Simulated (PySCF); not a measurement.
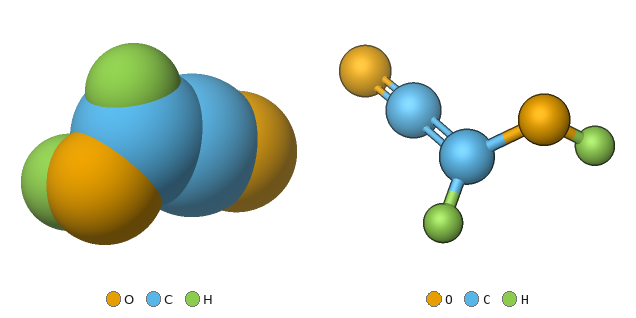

The same structure drawn twice, from different directions.

The computed structure is the end point of a PBE0-D3(BJ)/def2-SVP optimisation. No frequency run is at hand to confirm it as a minimum.

Question: Which formula does it have?

Answer: C2H2O2, 6 atoms: 2 carbon, 2 hydrogen and 2 oxygen.

Question: Count the bonded pairs by element.

Answer: 2 C–O, 1 C–C, 1 C–H, 1 O–H.

The parts below concern this one geometry. Atoms keep their numbers from picture to picture.

### Shape

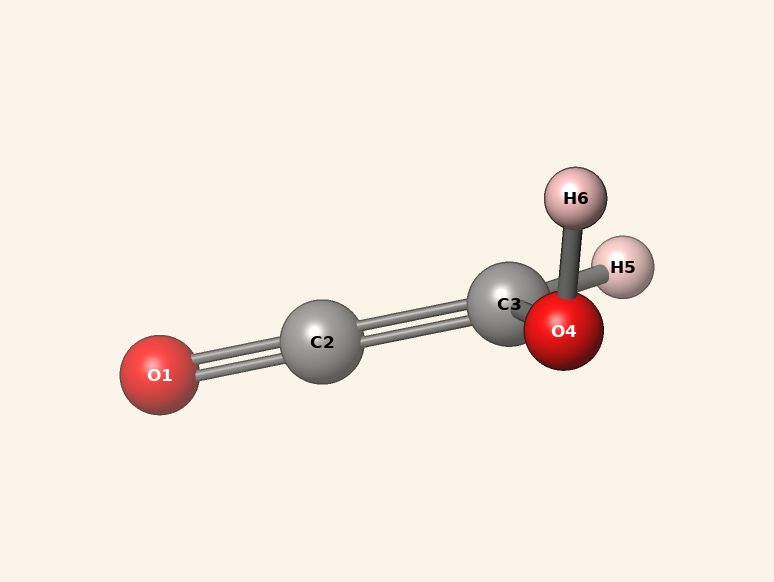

C3 lies behind O4. The molecule seen a little off the O4–C3 bond, O4 in front. Depth is shown by fading: the farther an atom, the more it takes the colour of the background. No frequency run is at hand to confirm it as a minimum.

Question: What is the torsion angle H6–O4–C3–C2? The sign is positive where the front bond must turn clockwise to cover the back bond.

Answer: −106°, anticlinal.

### Core levels

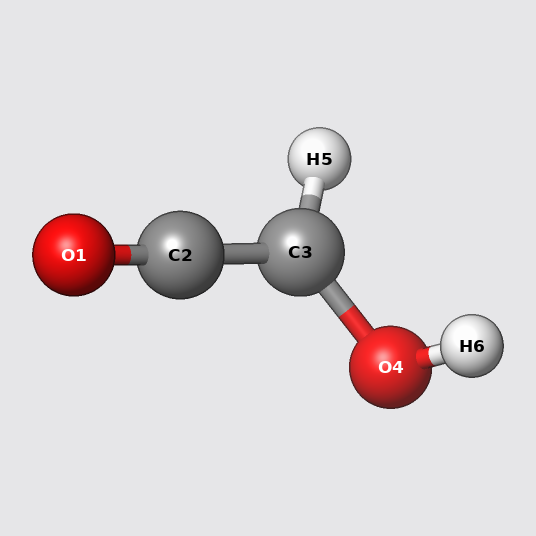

No frequency run is at hand to confirm it as a minimum. Level of theory: delta-SCF UKS SCAN, pcX-2 on the ionised atom, pcseg-1 elsewhere, spin-free X2C (PySCF 2.14.0).

Give the core-electron binding energies (to vacuum) of O1 1s, C2 1s, C3 1s, O4 1s.

```tsv
atom	level	binding energy (eV)
O1	1s	540.1
C2	1s	294.4
C3	1s	292.5
O4	1s	539.9
```

### Spin–spin coupling

No frequency run is at hand to confirm it as a minimum. Properties computed with B3LYP/pcJ-1 indirect spin-spin coupling, non-relativistic, gas phase (PySCF 2.14.0). Isotopes: 13C, 1H, 17O.

Give the spin–spin coupling constants of these pairs, with the number of bonds between them: O1/C2, O4/H6, C2/O4, O4/H5, C2/H6.

```json
{"pair": "O1, C2", "bonds apart": "1", "J (Hz)": "26.8"}
{"pair": "O4, H6", "bonds apart": "1", "J (Hz)": "−65.3"}
{"pair": "C2, O4", "bonds apart": "2", "J (Hz)": "−7.3"}
{"pair": "O4, H5", "bonds apart": "2", "J (Hz)": "−7.9"}
{"pair": "C2, H6", "bonds apart": "3", "J (Hz)": "2.9"}
```

### Polarisability

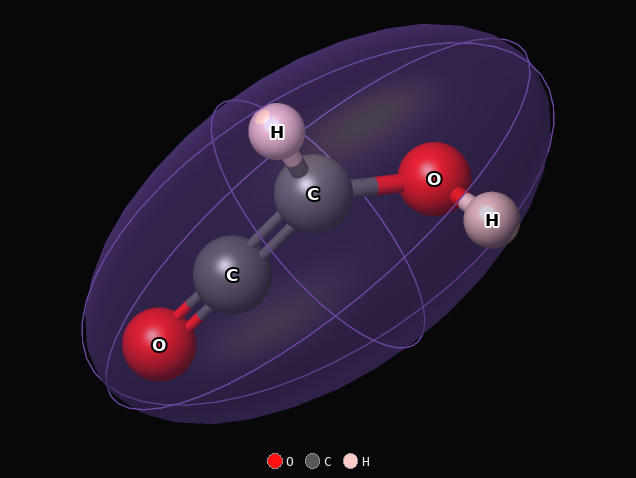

The ellipsoid shows the static dipole polarisability: its half-axes are proportional to the principal values. No frequency run is at hand to confirm it as a minimum. Level of theory: CAM-B3LYP/def2-SVPD (PySCF 2.14.0).

Question: How large and how anisotropic is the polarisability?

Answer: Principal values 23.9, 26.5, 47.3 bohr³; mean 32.6 bohr³ (4.83 Å³); anisotropy 22.2 bohr³, so the longest axis is 1.98 times the shortest.

### Excitation

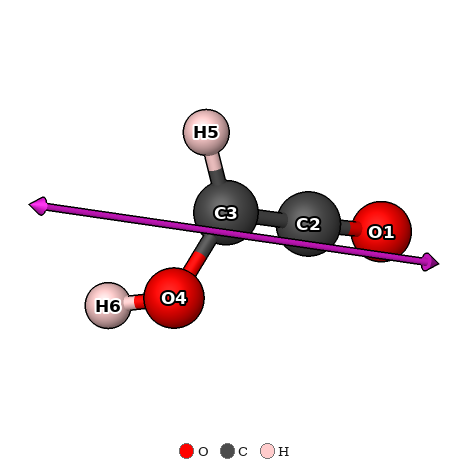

The double arrow shows the direction of the transition dipole to excited singlet state 6 (its length means nothing). No frequency run is at hand to confirm it as a minimum. Properties computed with TDDFT CAM-B3LYP/def2-SVPD, vertical, gas phase, core orbitals frozen in the response (PySCF 2.14.0).

Question: How is the transition polarised?

Answer: Nearly parallel to the C2–C3 bond.

Question: Where does the transition lie, and how strong is it?

Answer: 7.66 eV (162 nm), oscillator strength 0.18, mainly HOMO → LUMO+4 (weight 0.81); transition dipole 2.52 D.
